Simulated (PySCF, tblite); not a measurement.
**C₇H₁₅Al: geometry, infrared bands, NMR shifts and electronic excitations**

Wanted: the infrared bands, NMR shifts and electronic excitations of C₇H₁₅Al (`CCC[C@@H]1CC[CH2][AlH]1`), by calculation.

Programs: tblite 0.8.0 and PySCF 2.14.0, with density-fitted response routines of our own. Each step states its level of theory. These are calculated values for one molecule in the gas phase, unless marked as measured. Atoms count from 0, in the outputs and in this text.

## Step 1: The starting structure

23 atoms, charge 0, multiplicity 1; geometry from: force field or distance geometry start.

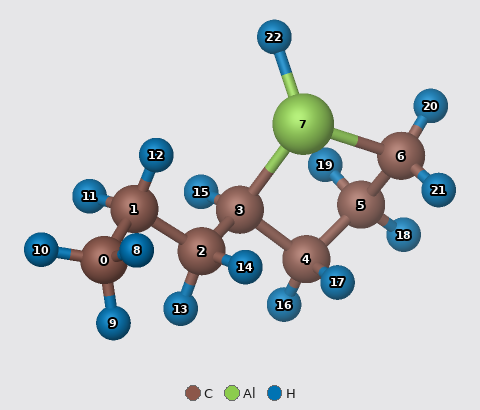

As it starts; carbon brown, aluminium green, hydrogen blue, atoms numbered; sticks join atoms by distance.

## Step 2: Optimising the geometry with GFN2-xTB

What the job is given:

```
{"job": {"kind": "relax", "xc": "GFN2-xTB", "basis": "xTB"}, "charge": 0, "multiplicity": 1}
C     -3.350500     0.530400    -0.402600
C     -2.145300    -0.333400    -0.629700
C     -1.072100     0.147500     0.331500
C      0.209000    -0.581100     0.255500
C      1.193900     0.006800     1.283500
C      2.574800    -0.347900     0.803500
C      2.885800     0.458900    -0.449600
Al     1.181700    -0.032600    -1.399400
H     -3.281700     1.458200    -1.006900
H     -3.401600     0.883500     0.673600
H     -4.312900     0.011600    -0.675700
H     -2.367300    -1.407900    -0.452500
H     -1.767200    -0.201100    -1.647100
H     -1.478100     0.085800     1.376500
H     -0.895200     1.254800     0.186800
H      0.123900    -1.674100     0.382600
H      0.963000    -0.360400     2.287300
H      1.105500     1.120300     1.198400
H      3.351500    -0.195200     1.580200
H      2.546000    -1.428800     0.504300
H      3.763800     0.073100    -0.983100
H      2.942900     1.547000    -0.257800
H      1.225600    -0.988400    -2.676400
```

Command:

```
$ OMP_NUM_THREADS=1 python probes_run.py task.json out
```

One launch serves the whole session: the jobs run in the order shown.

What it wrote:

```text
step      E/eV     max force
  0    -643.21883    2.221
  1    -643.44929    1.362
  2    -643.56779    1.029
  3    -643.66077    0.639
  4    -643.72737    0.748
  5    -643.78273    0.662
  6    -643.83009    0.514
  7    -643.86987    0.434
  8    -643.89774    0.335
  9    -643.91510    0.264
 10    -643.92928    0.254
 11    -643.94452    0.237
 12    -643.95846    0.241
 13    -643.97034    0.271
 14    -643.98108    0.209
 15    -643.99140    0.231
 16    -644.00061    0.243
 17    -644.00805    0.200
 18    -644.01320    0.138
 19    -644.01676    0.122
 20    -644.02020    0.134
 21    -644.02442    0.134
 22    -644.02937    0.158
 23    -644.03410    0.137
 24    -644.03787    0.120
 25    -644.04107    0.111
 26    -644.04464    0.139
 27    -644.04887    0.171
 28    -644.05313    0.140
 29    -644.05692    0.133
 30    -644.06041    0.164
 31    -644.06371    0.150
 32    -644.06648    0.104
 33    -644.06860    0.107
 34    -644.07051    0.124
 35    -644.07278    0.135
 36    -644.07549    0.123
 37    -644.07823    0.120
 38    -644.08066    0.116
 39    -644.08299    0.121
 40    -644.08543    0.143
 41    -644.08784    0.130
 42    -644.09003    0.111
 43    -644.09191    0.098
 44    -644.09360    0.137
 45    -644.09565    0.118
 46    -644.09842    0.065
 47    -644.09955    0.064
 48    -644.10083    0.078
 49    -644.10198    0.093
 50    -644.10351    0.085
 51    -644.10508    0.078
 52    -644.10655    0.076
 53    -644.10761    0.064
 54    -644.10831    0.052
 55    -644.10884    0.047
 56    -644.10935    0.055
 57    -644.10991    0.069
 58    -644.11062    0.064
 59    -644.11161    0.074
 60    -644.11278    0.070
 61    -644.11409    0.058
 62    -644.11507    0.064
 63    -644.11572    0.065
 64    -644.11626    0.056
 65    -644.11690    0.050
 66    -644.11763    0.065
 67    -644.11826    0.053
 68    -644.11870    0.043
 69    -644.11903    0.045
 70    -644.11934    0.043
 71    -644.11968    0.041
 72    -644.12002    0.041
 73    -644.12039    0.041
 74    -644.12080    0.049
 75    -644.12121    0.042
 76    -644.12154    0.038
 77    -644.12179    0.035
 78    -644.12200    0.033
 79    -644.12222    0.032
 80    -644.12242    0.042
 81    -644.12260    0.038
 82    -644.12279    0.035
 83    -644.12301    0.037
 84    -644.12321    0.032
 85    -644.12338    0.036
 86    -644.12352    0.027
 87    -644.12366    0.029
 88    -644.12382    0.031
 89    -644.12396    0.027
 90    -644.12408    0.024
 91    -644.12416    0.020
 92    -644.12424    0.020
 93    -644.12432    0.018
 94    -644.12440    0.019
 95    -644.12446    0.017
 96    -644.12451    0.019
 97    -644.12457    0.022
 98    -644.12463    0.016
 99    -644.12467    0.014
100    -644.12472    0.013
101    -644.12477    0.019
102    -644.12483    0.019
103    -644.12489    0.017
104    -644.12494    0.020
105    -644.12499    0.021
106    -644.12505    0.021
107    -644.12514    0.024
108    -644.12525    0.023
109    -644.12535    0.023
110    -644.12543    0.021
111    -644.12553    0.026
112    -644.12565    0.023
113    -644.12581    0.025
114    -644.12595    0.027
115    -644.12606    0.027
116    -644.12615    0.021
117    -644.12625    0.018
118    -644.12632    0.017
119    -644.12637    0.017
120    -644.12641    0.015
121    -644.12644    0.012
122    -644.12648    0.013
123    -644.12651    0.011
124    -644.12653    0.010
```

Run time: 1.9 s. Hardware: 1 thread of Arm Neoverse N1, shared host.

The steps of the relaxation: (not every step is listed)

| step | energy from step 0 (eV) | largest force (eV/Å) |
| --- | --- | --- |
| 0 | 0.0000 | 2.2209 |
| 1 | -0.2305 | 1.3618 |
| 2 | -0.3490 | 1.0287 |
| 3 | -0.4419 | 0.6391 |
| 4 | -0.5085 | 0.7482 |
| 5 | -0.5639 | 0.6620 |
| 6 | -0.6113 | 0.5144 |
| 7 | -0.6510 | 0.4336 |
| 8 | -0.6789 | 0.3354 |
| 19 | -0.7979 | 0.1218 |
| 30 | -0.8416 | 0.1645 |
| 41 | -0.8690 | 0.1304 |
| 52 | -0.8877 | 0.0757 |
| 63 | -0.8969 | 0.0655 |
| 74 | -0.9020 | 0.0486 |
| 85 | -0.9045 | 0.0361 |
| 96 | -0.9057 | 0.0191 |
| 107 | -0.9063 | 0.0244 |
| 118 | -0.9075 | 0.0171 |
| 119 | -0.9075 | 0.0167 |
| 120 | -0.9076 | 0.0149 |
| 121 | -0.9076 | 0.0116 |
| 122 | -0.9076 | 0.0135 |
| 123 | -0.9077 | 0.0107 |
| 124 | -0.9077 | 0.0096 |

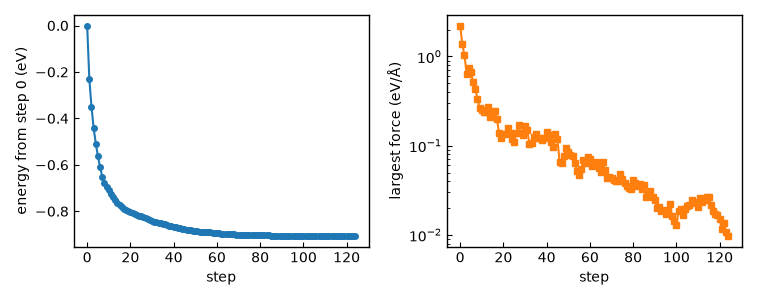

Energy and largest force along the relaxation.

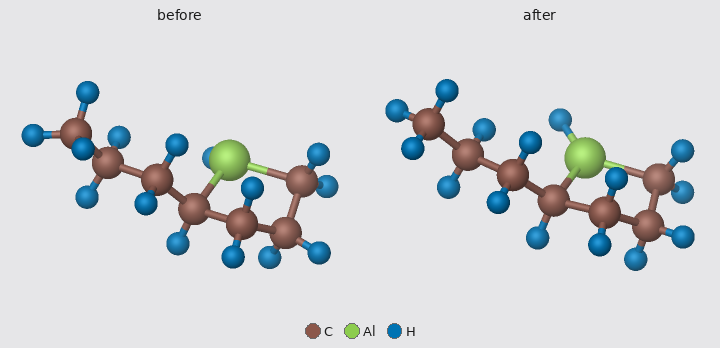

Before and after, at one scale.

Close pairs (by a distance rule), those that changed most:

| bond | before (Å) | after (Å) | change (Å) |
| --- | --- | --- | --- |
| C2–C3 | 1.476 | 1.532 | +0.057 |
| Al7–H22 | 1.596 | 1.542 | -0.054 |
| C0–H9 | 1.134 | 1.088 | -0.045 |
| C0–H10 | 1.127 | 1.088 | -0.039 |
| C2–H14 | 1.131 | 1.094 | -0.036 |
| C4–C5 | 1.504 | 1.538 | +0.033 |
| C5–H19 | 1.122 | 1.095 | -0.027 |
| C2–H13 | 1.123 | 1.096 | -0.027 |

The final coordinates are the input of the step that follows.

## Step 3: Vibrational analysis with GFN2-xTB

What the job is given:

```
{"job": {"kind": "ir", "xc": "GFN2-xTB", "basis": "xTB"}, "charge": 0, "multiplicity": 1}
C     -3.456863     0.454612    -0.538505
C     -2.121207    -0.275701    -0.582684
C     -1.171295     0.175818     0.523739
C      0.200962    -0.483466     0.349834
C      1.280354     0.126628     1.269683
C      2.681218    -0.324536     0.824240
C      2.980990     0.144093    -0.620101
Al     1.173126    -0.214942    -1.395434
H     -3.311451     1.525468    -0.665847
H     -3.947500     0.288910     0.418810
H     -4.116875     0.102697    -1.327974
H     -2.287919    -1.352388    -0.497973
H     -1.626100    -0.091536    -1.547828
H     -1.602073    -0.063805     1.502147
H     -1.060835     1.263369     0.472516
H      0.092381    -1.542334     0.637444
H      1.119141    -0.148047     2.316555
H      1.231566     1.218560     1.204523
H      3.428191     0.055920     1.526867
H      2.717740    -1.417840     0.864871
H      3.861615    -0.381315    -1.005250
H      3.263113     1.206157    -0.595036
H      0.666968    -0.239338    -2.851579
```

What it wrote:

```text
mode    cm-1     km/mol
  1      58.9      1.19
  2      71.1      0.17
  3      97.5      1.11
  4     122.7      0.59
  5     196.3      1.52
  6     229.7      0.44
  7     242.6      4.90
  8     275.4     10.61
  9     334.7     13.71
 10     376.1     15.75
 11     411.4     37.91
 12     469.6     21.73
 13     513.4    188.19
 14     567.1     38.34
 15     574.7     89.06
 16     660.2    265.23
 17     787.8      6.92
 18     854.9      9.06
 19     885.3      3.31
 20     899.6      3.28
 21     923.6      0.47
 22     945.5      5.47
 23     999.3      4.13
 24    1024.9     11.57
 25    1034.0      8.86
 26    1065.6      4.50
 27    1090.3      2.32
 28    1100.8      4.52
 29    1117.1      0.67
 30    1136.3      3.19
 31    1186.7      0.85
 32    1217.9      0.64
 33    1239.7      0.79
 34    1253.7      1.14
 35    1266.2      0.45
 36    1276.5      0.57
 37    1305.9      0.94
 38    1328.9      1.93
 39    1331.3      2.75
 40    1358.1      0.50
 41    1414.6      0.94
 42    1456.9      2.61
 43    1479.0      0.01
 44    1487.7      0.22
 45    1494.2      0.54
 46    1501.9      1.07
 47    1504.3      3.35
 48    1507.0      1.31
 49    1805.8    580.02
 50    2828.5     37.76
 51    2872.6     50.07
 52    2875.1     26.09
 53    2918.6     22.85
 54    2920.8     12.68
 55    2922.8    119.56
 56    2928.8     57.73
 57    2937.9     30.64
 58    2945.3     67.60
 59    2948.7    114.01
 60    2967.4     52.80
 61    3025.8     50.09
 62    3030.1     48.69
 63    3036.9     36.38
```

It took 1.8 s on 1 thread of Arm Neoverse N1, shared host.

The strongest bands and the atoms that carry them (share of the mass-weighted mode):

| cm⁻¹ | km/mol | atoms |
| --- | --- | --- |
| 513 | 188.2 | H22 75 % |
| 575 | 89.1 | C3 24 %, Al7 22 %, H20 10 % |
| 660 | 265.2 | C6 31 %, Al7 24 %, H20 17 %, H22 13 % |
| 1806 | 580.0 | H22 96 % |
| 2923 | 119.6 | H20 28 %, H17 28 %, H13 19 % |
| 2929 | 57.7 | H18 38 %, H19 34 %, H16 13 % |
| 2945 | 67.6 | H14 60 %, H13 14 % |
| 2949 | 114.0 | H18 45 %, H19 20 %, H16 17 % |

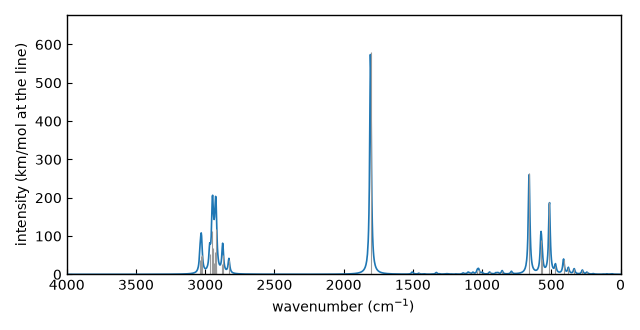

The infrared spectrum from these modes, unscaled. Lines are broadened to a width of 14 cm⁻¹ (Lorentzian).

## Step 4: Optimising the geometry at PBE0-D3(BJ)/def2-SVP

What the job is given:

```
{"job": {"xc": "PBE0", "basis": "def2-SVP", "d3": "d3bj", "grid": 1, "shake": 0.01, "kind": "geom"}, "charge": 0, "multiplicity": 1}
C     -3.436450     0.429060    -0.534320
C     -2.126880    -0.280230    -0.584840
C     -1.191490     0.173500     0.515090
C      0.234190    -0.481210     0.346310
C      1.277540     0.119950     1.259130
C      2.677310    -0.319720     0.821850
C      2.990570     0.142090    -0.619860
Al     1.188580    -0.209490    -1.400490
H     -3.313280     1.530870    -0.646500
H     -3.950200     0.286470     0.428830
H     -4.125740     0.099780    -1.319150
H     -2.282120    -1.351470    -0.491270
H     -1.654380    -0.081320    -1.557420
H     -1.618760    -0.061040     1.509150
H     -1.065280     1.252600     0.472780
H      0.091850    -1.528280     0.644920
H      1.121080    -0.136930     2.314500
H      1.222310     1.224400     1.210350
H      3.426040     0.048090     1.529160
H      2.692800    -1.410940     0.869780
H      3.845230    -0.380700    -1.014890
H      3.270690     1.185820    -0.604180
H      0.674060    -0.227770    -2.873160
```

What it wrote:

```text
step   0  E = -517.47969660  max force = 0.029318
step   1  E = -517.48776577  max force = 0.005491
step   2  E = -517.48813083  max force = 0.001951
step   3  E = -517.48833686  max force = 0.001784
step   4  E = -517.48844891  max force = 0.001957
step   5  E = -517.48848714  max force = 0.001041
step   6  E = -517.48849470  max force = 0.000424
optimisation converged
```

Wall time 3.9 min (1 thread of Arm Neoverse N1, shared host); peak memory 0.8 GiB.

Step by step:

| step | energy from step 0 (eV) | largest force component (eV/Å) |
| --- | --- | --- |
| 0 | 0.0000 | 1.5076 |
| 1 | -0.2196 | 0.2824 |
| 2 | -0.2295 | 0.1003 |
| 3 | -0.2351 | 0.0917 |
| 4 | -0.2382 | 0.1006 |
| 5 | -0.2392 | 0.0535 |
| 6 | -0.2394 | 0.0218 |

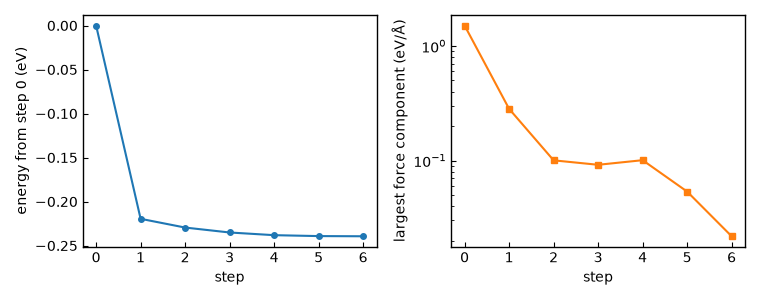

Energy and largest force along the relaxation.

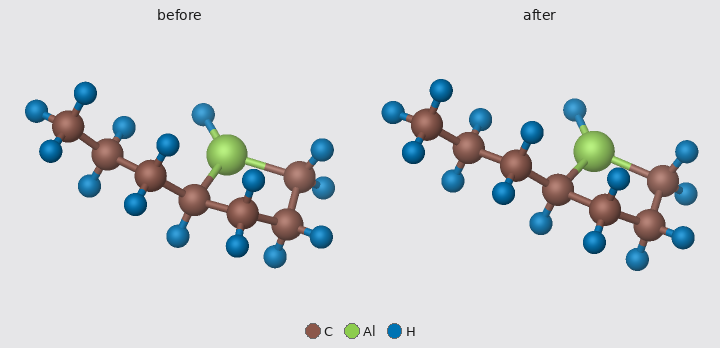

Before and after, at one scale.

Close pairs (by a distance rule), those that changed most:

| bond | before (Å) | after (Å) | change (Å) |
| --- | --- | --- | --- |
| C2–C3 | 1.578 | 1.524 | -0.054 |
| Al7–H22 | 1.560 | 1.595 | +0.035 |
| C3–Al7 | 2.009 | 1.979 | -0.030 |
| C0–C1 | 1.490 | 1.520 | +0.030 |
| C3–C4 | 1.511 | 1.540 | +0.029 |
| C6–Al7 | 1.995 | 1.967 | -0.028 |
| C6–H21 | 1.081 | 1.108 | +0.028 |
| C6–H20 | 1.077 | 1.101 | +0.024 |

The final coordinates are the input of the step that follows.

| at the end point | value |
| --- | --- |
| point group (found at 0.08 Å tolerance) | C1 |
| rotational constants (GHz, main isotopes) | 3.692, 0.831, 0.713 |
| dipole moment (D) | 0.17 |

## Step 5: Shielding tensors: PBE0/pcSseg-1

What the job is given:

```
{"job": {"kind": "nmr", "xc": "PBE0", "basis": "pcSseg-1"}, "charge": 0, "multiplicity": 1}
C     -3.550941     0.431996    -0.433894
C     -2.183976    -0.209658    -0.609143
C     -1.140701     0.298577     0.377129
C      0.229392    -0.350573     0.226344
C      1.269966     0.119773     1.260238
C      2.679377    -0.384258     0.916159
C      3.057851    -0.024709    -0.533809
Al     1.311767    -0.199376    -1.423277
H     -3.500484     1.523970    -0.574214
H     -3.950283     0.250561     0.576974
H     -4.282357     0.038156    -1.155903
H     -2.272541    -1.305986    -0.504220
H     -1.823555    -0.040487    -1.640364
H     -1.522171     0.144445     1.406299
H     -1.047734     1.395963     0.268760
H      0.104463    -1.448284     0.364272
H      0.991285    -0.189208     2.284623
H      1.283696     1.227145     1.276426
H      3.409578     0.003805     1.647560
H      2.692378    -1.483638     1.033646
H      3.909106    -0.609777    -0.915546
H      3.372422     1.036562    -0.590684
H      0.921863    -0.210271    -2.969511
```

Method: GIAO PBE0/pcSseg-1 NMR shielding, non-relativistic, gas phase.

What it wrote:

```text
coarse grid: 18528 points
cycle   1  E = -517.5578129656  dE =  5.499e-01  |g| = 5.518e-01  |ddm| = 4.131e+00
cycle   2  E = -517.5118926380  dE =  4.592e-02  |g| = 6.944e-01  |ddm| = 1.203e+00
cycle   3  E = -517.6444095625  dE = -1.325e-01  |g| = 5.028e-02  |ddm| = 7.303e-01
cycle   4  E = -517.6449017460  dE = -4.922e-04  |g| = 2.794e-02  |ddm| = 8.145e-02
cycle   5  E = -517.6450925621  dE = -1.908e-04  |g| = 5.630e-03  |ddm| = 2.913e-02
cycle   6  E = -517.6451000932  dE = -7.531e-06  |g| = 1.265e-03  |ddm| = 5.955e-03
final grid: 170928 points
cycle   7  E = -517.6947749282  dE = -4.251e-05  |g| = 9.850e-03  |ddm| = 3.225e-02
cycle   8  E = -517.6947605824  dE =  1.435e-05  |g| = 1.230e-02  |ddm| = 2.069e-02
cycle   9  E = -517.6948011678  dE = -4.059e-05  |g| = 5.957e-04  |ddm| = 1.153e-02
cycle  10  E = -517.6948012386  dE = -7.082e-08  |g| = 2.379e-04  |ddm| = 7.301e-04
cycle  11  E = -517.6948012526  dE = -1.397e-08  |g| = 4.149e-05  |ddm| = 2.355e-04
cycle  12  E = -517.6948012529  dE = -3.530e-10  |g| = 1.341e-05  |ddm| = 5.278e-05
converged SCF energy = -517.6948012529

GIAO shielding tensors (ppm)
atom      isotropic    diamagn.    paramagn.     s11        s22        s33       span
  0 C      167.545     242.868     -75.324    155.633    160.956    186.046     30.413
  1 C      154.196     247.271     -93.075    139.655    152.230    170.702     31.047
  2 C      146.796     246.274     -99.478    126.316    143.631    170.440     44.124
  3 C      149.766     250.255    -100.489    126.427    152.673    170.198     43.771
  4 C      145.487     246.733    -101.246    127.558    148.050    160.853     33.295
  5 C      155.486     247.449     -91.963    142.794    156.035    167.630     24.835
  6 C      170.911     254.241     -83.331    158.782    166.177    187.773     28.992
  7 Al     246.514     797.276    -550.762    184.736    222.323    332.484    147.748
  8 H       30.325      27.810       2.515     26.242     28.617     36.118      9.876
  9 H       30.276      27.429       2.847     26.057     28.490     36.282     10.225
 10 H       30.030      25.636       4.394     25.428     27.291     37.371     11.943
 11 H       29.929      31.586      -1.657     25.171     30.476     34.138      8.967
 12 H       29.710      31.948      -2.238     24.457     30.393     34.279      9.822
 13 H       29.691      32.818      -3.127     24.543     30.615     33.914      9.372
 14 H       30.151      33.227      -3.077     25.825     30.851     33.776      7.951
 15 H       31.330      33.668      -2.338     26.139     32.610     35.242      9.103
 16 H       29.097      31.443      -2.346     24.258     28.334     34.698     10.439
 17 H       30.206      32.309      -2.103     25.561     30.096     34.961      9.400
 18 H       28.990      28.731       0.259     23.417     27.517     36.037     12.621
 19 H       30.043      30.759      -0.716     25.355     28.710     36.064     10.709
 20 H       30.540      29.278       1.262     25.780     28.210     37.630     11.850
 21 H       31.344      30.421       0.924     26.785     28.786     38.462     11.677
 22 H       25.456      29.281      -3.825     22.789     23.894     29.686      6.896
```

Run time: 79 s. Hardware: 1 thread of Arm Neoverse N1, shared host; peak memory 1 GiB.

The references, computed at this level on geometries of the same kind, shield at (ppm): ¹H TMS 31.27, ¹³C TMS 184.4, ²⁷Al AlH4- 489.3. Their shielding less the atom's gives the shift. The references are single molecules in the gas phase. Shifts against hydride references such as AlH4− lie on their own scale. Atoms listed in one row are averaged.

| atoms | environment | σ (ppm) | δ (ppm) |
| --- | --- | --- | --- |
| C4 | sp3 CH2 in a ring | 145.5 | 38.9 |
| C2 | sp3 CH2 | 146.8 | 37.6 |
| C3 | sp3 CH bonded to Al | 149.8 | 34.6 |
| C1 | sp3 CH2 | 154.2 | 30.2 |
| C5 | sp3 CH2 in a ring | 155.5 | 28.9 |
| C0 | methyl carbon | 167.5 | 16.9 |
| C6 | sp3 CH2 bonded to Al | 170.9 | 13.5 |
| H22 | hydrogen on an aluminium bonded to 2 C, in a 5-membered ring | 25.46 | 5.81 |
| H18 | hydrogen on an sp3 CH2 in a ring | 28.99 | 2.28 |
| H16 | hydrogen on an sp3 CH2 in a ring | 29.10 | 2.17 |
| H13 | hydrogen on an sp3 CH2 | 29.69 | 1.58 |
| H12 | hydrogen on an sp3 CH2 | 29.71 | 1.56 |
| H11 | hydrogen on an sp3 CH2 | 29.93 | 1.34 |
| H19 | hydrogen on an sp3 CH2 in a ring | 30.04 | 1.22 |
| H14 | hydrogen on an sp3 CH2 | 30.15 | 1.12 |
| H17 | hydrogen on an sp3 CH2 in a ring | 30.21 | 1.06 |
| H8, H9, H10 | hydrogen on a methyl carbon | 30.21 | 1.06 |
| H20 | hydrogen on an sp3 CH2 bonded to Al | 30.54 | 0.73 |
| H15 | hydrogen on an sp3 CH bonded to Al | 31.33 | -0.06 |
| H21 | hydrogen on an sp3 CH2 bonded to Al | 31.34 | -0.08 |
| Al7 | aluminium bonded to 2 C, H, in a 5-membered ring | 246.5 | 242.8 |

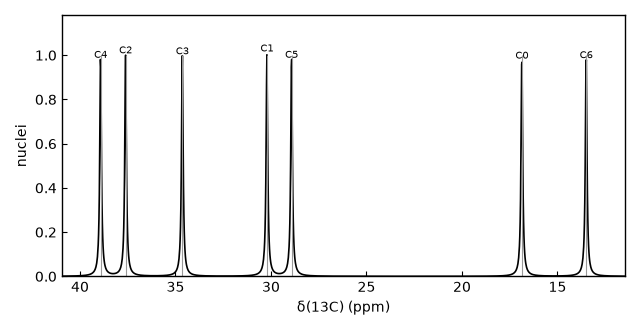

¹³C lines at the computed shifts, without couplings. Lines are broadened to a width of 0.10 ppm (Lorentzian).

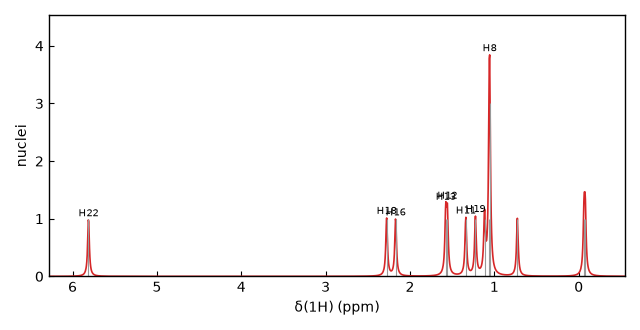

¹H lines at the computed shifts, without couplings. Lines are broadened to a width of 0.02 ppm (Lorentzian).

Charges from the same density, by scheme (e):

| atoms | Mulliken | IAO | Hirshfeld | ESP fit |
| --- | --- | --- | --- | --- |
| C0 | -0.26 | -0.41 | -0.11 | -0.20 |
| C1 | -0.29 | -0.24 | -0.07 | 0.26 |
| C2 | -0.16 | -0.23 | -0.07 | -0.19 |
| C3 | -0.63 | -0.44 | -0.16 | 0.10 |
| C4 | -0.18 | -0.24 | -0.07 | -0.17 |
| C5 | -0.21 | -0.24 | -0.07 | 0.28 |
| C6 | -0.61 | -0.62 | -0.23 | -0.54 |
| Al7 | 0.89 | 0.85 | 0.53 | 0.66 |

Mulliken charges:

C0 -0.26; C1 -0.29; C2 -0.16; C3 -0.63; C4 -0.18; C5 -0.21; C6 -0.61; Al7 0.89; H8 0.11; H9 0.11; H10 0.12; H11 0.11; H12 0.13; H13 0.11; H14 0.10; H15 0.13; H16 0.12; H17 0.11; H18 0.12; H19 0.11; H20 0.14; H21 0.13; H22 -0.21

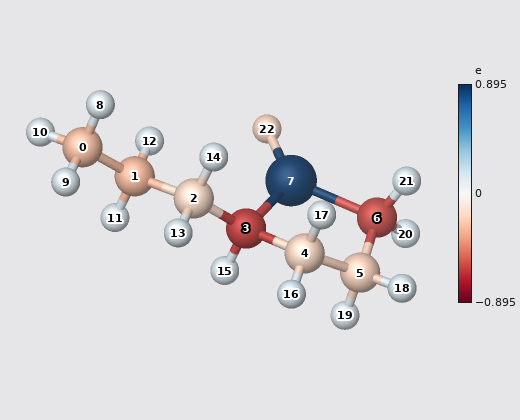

Mulliken charges, as colours on the atoms.

Mayer bond orders: C0–C1 1.07, C1–C2 1.03, C2–C3 1.02, C3–C4 0.99, C4–C5 1.03, C5–C6 1.01, C6–Al7 0.87, Al7–C3 0.83.

Ring of atoms C3, C4, C5, C6, Al7: NICS(0) -2.8, NICS(1) -2.8, NICS(1)zz -0.9 ppm (means of both faces).

[end of part 1 of 2]
